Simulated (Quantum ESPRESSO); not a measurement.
# E(θ) between the sublattices of CoO, part 3 of 3

Aim: the energy of CoO as two sets of moments turn from parallel to opposed.

Quantum ESPRESSO 7.5; LDA with U = 3.5 eV on Co d (ortho-atomic projectors); plane waves with GBRV 1.5 LDA potentials, no spin-orbit coupling.

So far, absolute magnetization (μB): step 2 (the collinear order that defines the sublattices) 5.32; step 3 (the parallel state in the same cell) 5.80; step 4 (angle 0°, no penalty) 5.80; step 5 (angle 30°, lambda 2 Ry) 5.83.

### Step 6. Angle 60°, lambda 2 Ry

Contents of pw.in:

```
&CONTROL
  calculation = 'scf'
  prefix = 'pwscf'
  outdir = './tmp'
  pseudo_dir = './pseudo'
  disk_io = 'nowf'
/
&SYSTEM
  ibrav = 0
  celldm(1) = 8
  nat = 4
  ntyp = 3
  ecutwfc = 34
  ecutrho = 238
  nbnd = 64
  occupations = 'smearing'
  smearing = 'fd'
  degauss = 0.00999582
  noncolin = .true.
  starting_magnetization(1) = 0.1471
  angle1(1) = 30
  angle2(1) = 0
  starting_magnetization(2) = 0.1471
  angle1(2) = 30
  angle2(2) = 180
  starting_magnetization(3) = 0.0367
  angle1(3) = 0
  angle2(3) = 0
  constrained_magnetization = 'atomic direction'
  lambda = 2
  nosym = .true.
/
&ELECTRONS
  conv_thr = 4d-08
  electron_maxstep = 150
  mixing_beta = 0.3
/
ATOMIC_SPECIES
Co1    58.9332 co_lda_v1.2.uspp.F.UPF
Co2    58.9332 co_lda_v1.2.uspp.F.UPF
O      15.9990 o_lda_v1.2.uspp.F.UPF
CELL_PARAMETERS alat
   0.0000000000000    0.5034939043300    0.5034939043300
   0.5034939043300    0.0000000000000    0.5034939043300
   1.0069878086600    1.0069878086600    0.0000000000000
ATOMIC_POSITIONS crystal
Co1     0.0000000000    0.0000000000    0.0000000000
Co2     0.0000000000    0.0000000000    0.5000000000
O       0.5000000000    0.5000000000    0.2500000000
O       0.5000000000    0.5000000000    0.7500000000
K_POINTS automatic
6 6 3 0 0 0
HUBBARD {ortho-atomic}
U Co1-3d 3.5000
U Co2-3d 3.5000
```

Run with:

```bash
$ OMP_NUM_THREADS=1 mpirun -n 4 pw.x -nk 4 -in pw.in > pw.out
```

Output:

```text
     [... lines left out ...]
Program PWSCF v.7.5 starts
     [... lines left out ...]
     number of atoms/cell      =            4
     [... lines left out ...]
     number of electrons       =        46.00
     number of Kohn-Sham states=           64
     kinetic-energy cutoff     =      34.0000  Ry
     charge density cutoff     =     238.0000  Ry
     scf convergence threshold =      4.0E-08
     [... lines left out ...]
     Noncollinear calculation without spin-orbit
     [... lines left out ...]
     No symmetry found
     [... lines left out ...]
     number of k points=   108  Fermi-Dirac smearing, width (Ry)=  0.0100
     [... lines left out ...]
     iteration # 30     ecut=    34.00 Ry     beta= 0.30
     [... lines left out ...]
     constraint energy (Ry) =      0.00001538
     atom number    1 relative position :    0.0000   0.0000   0.0000
     [... lines left out ...]
     magnetization :          1.277671    0.000002    2.193152
     [... lines left out ...]
     atom number    2 relative position :    0.5035   0.5035   0.0000
     [... lines left out ...]
     magnetization :         -1.277666    0.000004    2.193141
     [... lines left out ...]
     atom number    3 relative position :    0.5035   0.5035   0.5035
     [... lines left out ...]
     magnetization :         -0.000001    0.000000    0.232321
     [... lines left out ...]
     atom number    4 relative position :    1.0070   1.0070   0.5035
     [... lines left out ...]
     magnetization :         -0.000001    0.000000    0.232315
     [... lines left out ...]
     Tr[ns(  1)] (up, down, total) =   4.78248  2.53736  7.31984
     [... lines left out ...]
     Tr[ns(  2)] (up, down, total) =   4.78249  2.53737  7.31986
     [... lines left out ...]
     the Fermi energy is    12.8121 ev
!    total energy              =    -660.83699187 Ry
     estimated scf accuracy    <       0.00000004 Ry
     smearing contrib. (-TS)   =      -0.02544635 Ry
     [... lines left out ...]
     total magnetization       =     0.00     0.00     5.04 Bohr mag/cell
     absolute magnetization    =     5.80 Bohr mag/cell
     [... lines left out ...]
     convergence has been achieved in  30 iterations
```

It took 3.2 min on 4 MPI ranks of Arm Neoverse V1, shared host; peak memory 0.55 GiB; 13 min of CPU time.

Read from the output:

```
smearing term TS       : 0.3462 eV
magnetization          : 0, 0, 5.039 μB
absolute magnetization : 5.8 μB
penalty energy         : 0.2093 meV
final state            : non-collinear
largest moment         : 2.538 μB
```

### Step 7. Angle 180°, no penalty

Edit pw.in of step 6 so:

```diff
@@ -20,12 +20,8 @@
   starting_magnetization(1) = 0.1471
-  angle1(1) = 30
+  angle1(1) = 90
   angle2(1) = 0
   starting_magnetization(2) = 0.1471
-  angle1(2) = 30
+  angle1(2) = 90
   angle2(2) = 180
-  starting_magnetization(3) = 0.0367
-  angle1(3) = 0
-  angle2(3) = 0
-  constrained_magnetization = 'atomic direction'
-  lambda = 2
+  starting_magnetization(3) = 0
   nosym = .true.
```

Output:

```text
     [... lines left out ...]
Program PWSCF v.7.5 starts
     [... lines left out ...]
     number of atoms/cell      =            4
     [... lines left out ...]
     number of electrons       =        46.00
     number of Kohn-Sham states=           64
     kinetic-energy cutoff     =      34.0000  Ry
     charge density cutoff     =     238.0000  Ry
     scf convergence threshold =      4.0E-08
     [... lines left out ...]
     Noncollinear calculation without spin-orbit
     [... lines left out ...]
     No symmetry found
     [... lines left out ...]
     number of k points=   108  Fermi-Dirac smearing, width (Ry)=  0.0100
     [... lines left out ...]
     iteration # 25     ecut=    34.00 Ry     beta= 0.30
     [... lines left out ...]
     atom number    1 relative position :    0.0000   0.0000   0.0000
     [... lines left out ...]
     magnetization :          2.501001   -0.000015    0.000036
     [... lines left out ...]
     atom number    2 relative position :    0.5035   0.5035   0.0000
     [... lines left out ...]
     magnetization :         -2.500896   -0.000001    0.000047
     [... lines left out ...]
     atom number    3 relative position :    0.5035   0.5035   0.5035
     [... lines left out ...]
     magnetization :          0.000004   -0.000001    0.000004
     [... lines left out ...]
     atom number    4 relative position :    1.0070   1.0070   0.5035
     [... lines left out ...]
     magnetization :          0.000004   -0.000001    0.000004
     [... lines left out ...]
     Tr[ns(  1)] (up, down, total) =   3.66732  3.66728  7.33460
     [... lines left out ...]
     Tr[ns(  2)] (up, down, total) =   3.66738  3.66733  7.33472
     [... lines left out ...]
     the Fermi energy is    12.7936 ev
!    total energy              =    -660.84147435 Ry
     estimated scf accuracy    <       0.00000003 Ry
     smearing contrib. (-TS)   =      -0.02508683 Ry
     [... lines left out ...]
     total magnetization       =     0.00    -0.00     0.00 Bohr mag/cell
     absolute magnetization    =     5.32 Bohr mag/cell
     convergence has been achieved in  25 iterations
```

Run time: 2.7 min. Hardware: 4 MPI ranks; peak memory 0.55 GiB; 11 min of CPU time.

Numbers from this step:

```
smearing term TS       : 0.3413 eV
magnetization          : 0, 0, 0 μB
absolute magnetization : 5.323 μB
final state            : antiferromagnetic
largest moment         : 2.501 μB
```

### Step 8. E(θ)

Not every run of the table is shown above.

Canting:

```tsv
lambda (Ry)	typed angle (degrees)	final angle (degrees)	energy less that at the first angle (meV a seeded atom)	penalty energy, not in the total (meV a cell)	largest site moment (μB)	CPU time (s)
-	0	0	0	0	2.523	702.7
2	30	30.94	-3.993	0.2558	2.536	1432
2	60	60.45	-15.59	0.2093	2.538	768.2
2	90	90.2	-29.13	0.08027	2.523	1807
2	120	120.1	-39.03	0.01864	2.509	1358
2	150	150	-44.42	0.003401	2.503	2344
-	180	180	-46.09	0	2.501	646.2
```

The energy less that at the first angle by final angle between the sublattices:

```tsv
final angle between the sublattices (degrees)	energy less that at the first angle (meV a seeded atom)
0.0	0
30.9	-3.99
60.4	-15.6
90.2	-29.1
120.1	-39.0
150.0	-44.4
180.0	-46.1
```

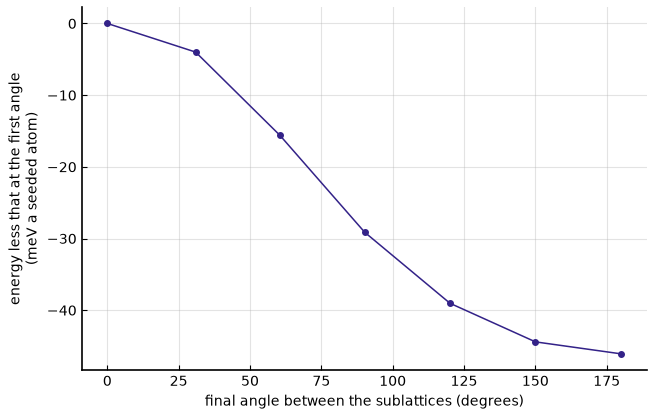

Energy less that at the first angle against final angle between the sublattices.

A fit to E = E0 − A cos θ − B cos² θ gives A = -23.3 meV and B = -5.95 meV a seeded atom.

### Step 9. Summary of results

```json
{"angle of lowest energy": "180°", "range of the energy": "46.1 meV a seeded atom", "range of the largest moment": "2.50 to 2.54 μB", "bilinear coefficient A": "-23.3 meV", "biquadratic coefficient B": "-5.95 meV"}
```

**Reading.** The penalty holds the angles within 0.94° of the typed ones. A is negative, so opposed sublattices are favoured; B is 0.26 of it in size and favours perpendicular moments, a term beyond the Heisenberg model. The largest moment changes by 1.5 % over the angles. This holds for the two sublattices of this cell; other orders were not tried. Without spin–orbit coupling only the angle between the moments matters. The mesh is coarse, so differences of some ten meV can be noise where moments are itinerant. Energies are free energies at an electronic temperature of 1580 K, which lowers moments and differences where the moments are itinerant. The cutoff lies under the 40 Ry that these files are usually run at. The smearing term is large for its width, so states at the Fermi level are partly filled: at this level the cell is a metal or has a gap of a few widths at most. Degenerate orbitals of a corrected shell are partly filled. Whether a state of lower symmetry lies under this one was not tested; under a U it often does.

[Logs and program files are shortened in this print: banners, set-up blocks, solver, clock and traceback lines can be left out without a mark of their own.]

[Logs are printed without paths, hosts, clocks, repeated set-up lines and the standing remarks that a program may print on its own settings, such as how far it seeks lower states.]

[Hosts, paths, dates, database ids (printed as entryN), source tags and the programs' standing remarks are cut or masked in the printed files.]

[Where a cell is said to come from a database of computed structures, the database is the Materials Project.]
